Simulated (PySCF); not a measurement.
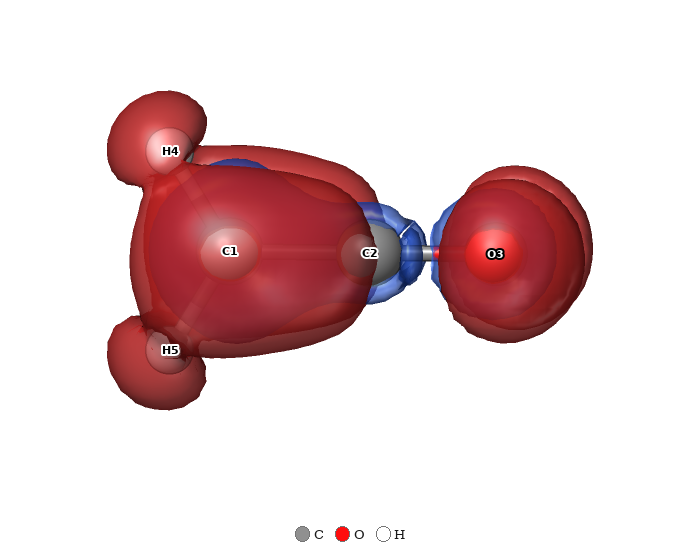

Figure 1: C₂H₂O, SMILES `C=C=O`. Fukui function f⁻ = ρ(N) − ρ(N−1) at fixed geometry, surfaces at ±0.03 e/Å³ (red positive, blue negative).

Method: PBE0/6-31+G*; geometry: GFN2-xTB; program: PySCF. No frequency check shows the geometry to be a minimum.

> Which atoms respond most to the removal of an electron?

f⁻ (Hirshfeld-condensed) is largest on C1 (0.34), O3 (0.27) and C2 (0.20); the vertical ionisation energy is 9.79 eV. Condensed values hint at sites of electrophilic attack but needn't mark the atom that reacts. Orbital relaxation makes it negative in places (0.13 e in all).

Cost of the run: 30 s on 1 thread of Arm Neoverse V1, on a shared host, peak memory 0.33 GiB.
